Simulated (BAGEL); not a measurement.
# A workflow on singlet SiH2OF+

We compute the energy (singlet SiH2OF+, HF/def2-SVP), then a single-point energy (doublet SiH2OF, NEVPT2(3,3)/def2-SVP), then a single-point energy (doublet SiH2OF, CASPT2(3,3)/def2-SVP) of FH2OSi. 

The results are computed with BAGEL 1.2.2.

2 further runs of the same task are left out: 2 set aside as unsound or not needed.

## 1. The structure to begin with

SiH2OF+ has 5 atoms, charge +1, and is taken as a singlet. As SMILES of the parent species, `O[SiH]F`. The Si2–H5 distance was set to 1.714 Å, away from the relaxed value. That shape belongs to the parent species and isn't relaxed for this state.

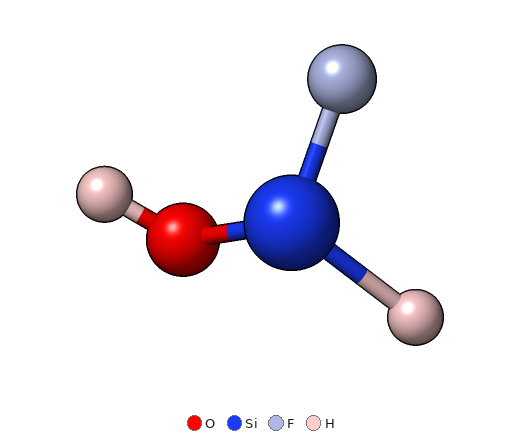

Viewed from a chosen angle; oxygen red, silicon blue, fluorine light blue, hydrogen pink.

## 2. The energy at HF/def2-SVP (density fitting with svp-jkfit) (run 1)

job.json reads:

```json
{ "bagel": [

{
  "title": "molecule",
  "basis": "svp",
  "df_basis": "svp-jkfit",
  "angstrom": "true",
  "geometry": [
    { "atom": "O", "xyz": [   -0.825954,   -0.811348,   -0.262994 ] },
    { "atom": "Si", "xyz": [    0.073146,    0.318952,    0.506406 ] },
    { "atom": "F", "xyz": [   -0.003754,    1.719752,   -0.269794 ] },
    { "atom": "H", "xyz": [   -1.775254,   -0.691848,   -0.324694 ] },
    { "atom": "H", "xyz": [    1.688800,   -0.242600,    0.404400 ] }
  ]
},
{
  "title": "hf",
  "charge": 1
},
{
  "title": "print",
  "file": "orbitals.molden",
  "orbitals": "true"
}

]}
```

Started as:

```bash
$ BAGEL_NUM_THREADS=1 BAGEL job.json > job.out
```

The log of the run:

```text
* using 1 threads per process

  ===============================================================
  ===============================================================

  *** Geometry ***

  { "atom" : "O", "xyz" : [     -1.560827,     -1.533226,     -0.496987 ] },
  { "atom" : "Si", "xyz" : [      0.138226,      0.602732,      0.956969 ] },
  { "atom" : "F", "xyz" : [     -0.007094,      3.249860,     -0.509837 ] },
  { "atom" : "H", "xyz" : [     -3.354744,     -1.307403,     -0.613583 ] },
  { "atom" : "H", "xyz" : [      3.191369,     -0.458448,      0.764205 ] },

  Number of auxiliary basis functions:      318

  Since a DF basis is specified, we compute 2- and 3-index integrals:
    o Being stored without compression. Storage requirement is 0.008 GB

  Number of basis functions:       56
  Number of electrons      :       33

    * METHOD: MOLECULE                             0.08

  *** RHF ***

  === Nuclear Repulsion ===
   109.2385777867

      * DIIS with orbital gradients will be used.

  === RHF iteration (svp) ===
      0       -463.63266770          0.03192849           0.02
      1       -463.76408455          0.02376708           0.02
      2       -463.87836371          0.00152536           0.02
      3       -463.87928936          0.00055887           0.02
      4       -463.87938586          0.00022038           0.02
      5       -463.87940532          0.00006370           0.02
      6       -463.87940836          0.00002130           0.02
      7       -463.87940877          0.00000558           0.02
      8       -463.87940880          0.00000228           0.02
      9       -463.87940880          0.00000090           0.02
     10       -463.87940880          0.00000040           0.02
     11       -463.87940880          0.00000013           0.02
     12       -463.87940880          0.00000006           0.02
     13       -463.87940880          0.00000002           0.02
     14       -463.87940880          0.00000001           0.02
    * SCF iteration converged.

    * Permanent dipole moment:
           (    0.106885,     0.461537,    -1.580581) a.u.

    * METHOD: HF                                   0.38

    * METHOD: PRINT                                0.01

  ===============================================================
```

Run time: 0.61 s. Hardware: 1 thread of Arm Neoverse V1, shared host; peak memory 0.15 GiB.

## 3. Doublet neutral SiH2OF: a single-point energy at NEVPT2(3,3)/def2-SVP (density fitting with svp-jkfit) (run 2)

input.json reads:

```json
{ "bagel": [

{
  "title": "molecule",
  "basis": "svp",
  "df_basis": "svp-jkfit",
  "angstrom": true,
  "geometry": [
    { "atom": "O", "xyz": [   -0.825954,   -0.811348,   -0.262994 ] },
    { "atom": "Si", "xyz": [    0.073146,    0.318952,    0.506406 ] },
    { "atom": "F", "xyz": [   -0.003754,    1.719752,   -0.269794 ] },
    { "atom": "H", "xyz": [   -1.775254,   -0.691848,   -0.324694 ] },
    { "atom": "H", "xyz": [    1.688800,   -0.242600,    0.404400 ] }
  ]
},
{
  "title": "hf",
  "charge": 1
},
{
  "title": "casscf",
  "nstate": 1,
  "nact": 3,
  "nclosed": 15,
  "nspin": 1,
  "active": [16, 17, 20],
  "maxiter": 200,
  "natocc": true
},
{
  "title": "nevpt2",
  "nstate": 1,
  "nact": 3,
  "nclosed": 15,
  "nspin": 1,
  "active": [16, 17, 20],
  "maxiter": 200,
  "natocc": true,
  "ncore": 7
},
{
  "title": "print",
  "file": "orbitals.molden",
  "orbitals": true
}

]}
```

Started as:

```bash
$ BAGEL_NUM_THREADS=1 BAGEL input.json > input.out
```

The log of the run:

```text
* using 1 threads per process

  ===============================================================
  ===============================================================

  *** Geometry ***

  { "atom" : "O", "xyz" : [     -1.560827,     -1.533226,     -0.496987 ] },
  { "atom" : "Si", "xyz" : [      0.138226,      0.602732,      0.956969 ] },
  { "atom" : "F", "xyz" : [     -0.007094,      3.249860,     -0.509837 ] },
  { "atom" : "H", "xyz" : [     -3.354744,     -1.307403,     -0.613583 ] },
  { "atom" : "H", "xyz" : [      3.191369,     -0.458448,      0.764205 ] },

  Number of auxiliary basis functions:      318

  Since a DF basis is specified, we compute 2- and 3-index integrals:
    o Being stored without compression. Storage requirement is 0.008 GB

  Number of basis functions:       56
  Number of electrons      :       33

    * METHOD: MOLECULE                             0.08

  *** RHF ***

  === Nuclear Repulsion ===
   109.2385777867

      * DIIS with orbital gradients will be used.

  === RHF iteration (svp) ===
      0       -463.63266770          0.03192849           0.02
      1       -463.76408455          0.02376708           0.02
      2       -463.87836371          0.00152536           0.02
[... 11 lines of this table left out ...]
     14       -463.87940880          0.00000001           0.02
    * SCF iteration converged.

    * Permanent dipole moment:
           (    0.106885,     0.461537,    -1.580581) a.u.

    * METHOD: HF                                   0.38

  ---------------------------
      CASSCF calculation
  ---------------------------

    ==== Active orbitals : =====
         Orbital 16
         Orbital 17
         Orbital 20
    ============================

    * nstate   :      1
    * nclosed  :     15
    * nact     :      3
    * nvirt    :     38
  === CASSCF iteration (svp) ===

    * Using the second-order algorithm

      0  0      -464.18186055     1.64e-02      0.01

      1  0      -464.21150438     1.36e-03      0.13
[... 19 lines of this table left out ...]
     11  0      -464.22331226     5.01e-09      0.10

    * Second-order optimization converged. *

     guess   0:   closed 1..                  open .1.

  === FCI iteration ===

      0  0      -464.20425214     4.73e-02      0.00
      1  0      -464.22317077     3.23e-03      0.00
      2  0      -464.22331021     4.64e-04      0.00
[... 4 lines of this table left out ...]
      7  0 *    -464.22331226     2.55e-15      0.00

     * ci vector, state   0, <S^2> = 0.7500
       2a.    -0.9907531478
       .a2    -0.1063534126
       .2a     0.0516599902

    * METHOD: CASSCF                               1.33

    * freezing 7 orbitals

  === DF-NEVPT2 calculation ===

    * 3-index integral transformation done
    * assembly done

      NEVPT2 correlation energy:   -0.4356104180      0.05

          (+0)     -0.3802464560
          (+0)'    -0.0043667419
          (+1)     -0.0177077535
          (+1)'    -0.0001653804
          (+2)     -0.0002742153
          (-1)     -0.0200698098
          (-1)'    -0.0022225722
          (-2)     -0.0105574889

      NEVPT2 total energy:       -464.6589226765

    * METHOD: NEVPT2                               0.10

    * METHOD: PRINT                                0.01

  ===============================================================
```

Wall time 2 s (1 thread of Arm Neoverse V1, shared host); peak memory 0.15 GiB.

## 4. Doublet neutral SiH2OF: the energy at CASPT2(3,3)/def2-SVP (density fitting with svp-jkfit) (run 3)

job.json reads:

```json
{ "bagel": [

{
  "title": "molecule",
  "basis": "svp",
  "df_basis": "svp-jkfit",
  "angstrom": "true",
  "geometry": [
    { "atom": "O", "xyz": [      -0.825954,      -0.811348,      -0.262994 ] },
    { "atom": "Si", "xyz": [       0.073146,       0.318952,       0.506406 ] },
    { "atom": "F", "xyz": [      -0.003754,       1.719752,      -0.269794 ] },
    { "atom": "H", "xyz": [      -1.775254,      -0.691848,      -0.324694 ] },
    { "atom": "H", "xyz": [       1.688800,      -0.242600,       0.404400 ] }
  ]
},

{
  "title": "hf",
  "charge": 1
},

{
  "title": "casscf",
  "nstate": 1,
  "nact": 3,
  "nclosed": 15,
  "nspin": 1,
  "active": [16, 17, 20],
  "maxiter": 200,
  "natocc": "true"
},

{
  "title": "print",
  "file": "orbitals.molden",
  "orbitals": "true"
},

{
  "title": "smith",
  "method": "caspt2",
  "ms": "true",
  "xms": "true",
  "sssr": "true",
  "shift": 0.2,
  "shift_imag": "true",
  "ncore": 7
}

]}
```

Started as:

```bash
$ BAGEL_NUM_THREADS=1 BAGEL job.json > job.out
```

The log of the run:

```text
* using 1 threads per process

  ===============================================================
  ===============================================================

  *** Geometry ***

  { "atom" : "O", "xyz" : [     -1.560827,     -1.533226,     -0.496987 ] },
  { "atom" : "Si", "xyz" : [      0.138226,      0.602732,      0.956969 ] },
  { "atom" : "F", "xyz" : [     -0.007094,      3.249860,     -0.509837 ] },
  { "atom" : "H", "xyz" : [     -3.354744,     -1.307403,     -0.613583 ] },
  { "atom" : "H", "xyz" : [      3.191369,     -0.458448,      0.764205 ] },

  Number of auxiliary basis functions:      318

  Since a DF basis is specified, we compute 2- and 3-index integrals:
    o Being stored without compression. Storage requirement is 0.008 GB

  Number of basis functions:       56
  Number of electrons      :       33

    * METHOD: MOLECULE                             0.08

  *** RHF ***

  === Nuclear Repulsion ===
   109.2385777867

      * DIIS with orbital gradients will be used.

[... 6 lines left out ...]
    * SCF iteration converged.
[... 1 line left out ...]
    * Permanent dipole moment:
[... 28 lines left out ...]
    * Second-order optimization converged. *
[... 11 lines left out ...]
     * ci vector, state   0, <S^2> = 0.7500
[... 17 lines left out ...]
    * Zeroth order energy : state  0       -1.1287291571
[... 3 lines left out ...]
      -------------------------------------------  CASPT2 iteration  ---------------------------------------------------
       #      aibj      arbs      arbi      airj      risj      airs      arst      rist         Etot      error   time
      ------------------------------------------------------------------------------------------------------------------

       0  -0.38042  -0.01305  -0.02133  -0.01965  -0.00042  -0.00422  -0.00226  -0.00016   -0.4415209  0.0012574   0.03
       1  -0.38055  -0.01310  -0.02135  -0.01976  -0.00044  -0.00427  -0.00230  -0.00017   -0.4419389  0.0001838   0.02
       2  -0.38056  -0.01310  -0.02135  -0.01976  -0.00044  -0.00427  -0.00230  -0.00017   -0.4419476  0.0000324   0.02
       3  -0.38056  -0.01310  -0.02135  -0.01976  -0.00044  -0.00427  -0.00230  -0.00017   -0.4419478  0.0000060   0.03
       4  -0.38056  -0.01310  -0.02135  -0.01976  -0.00044  -0.00427  -0.00230  -0.00017   -0.4419479  0.0000011   0.03
       5  -0.38056  -0.01310  -0.02135  -0.01976  -0.00044  -0.00427  -0.00230  -0.00017   -0.4419479  0.0000002   0.03

      ------------------------------------------------------------------------------------------------------------------

    * CASPT2 energy : state  0     -464.6667198701
        w/o shift correction       -464.6652601093
        reference weight              0.8977476106

    * METHOD: SMITH                                0.23

  ===============================================================
```

Wall time 2.1 s (1 thread of Arm Neoverse V1, shared host); peak memory 0.15 GiB.

## 5. What came out

| quantity | value |
| --- | --- |
| run 1, HF/def2-SVP: total energy | -463.87941 Eh |
| run 1, HF/def2-SVP: HOMO energy | -20.77 eV |
| run 1, HF/def2-SVP: LUMO energy | -8.10 eV |
| run 1, HF/def2-SVP: HOMO–LUMO gap | 12.67 eV |
| doublet neutral SiH2OF, run 2: total energy | -464.65892 Eh |
| doublet neutral SiH2OF, run 3: total energy | -464.66672 Eh |
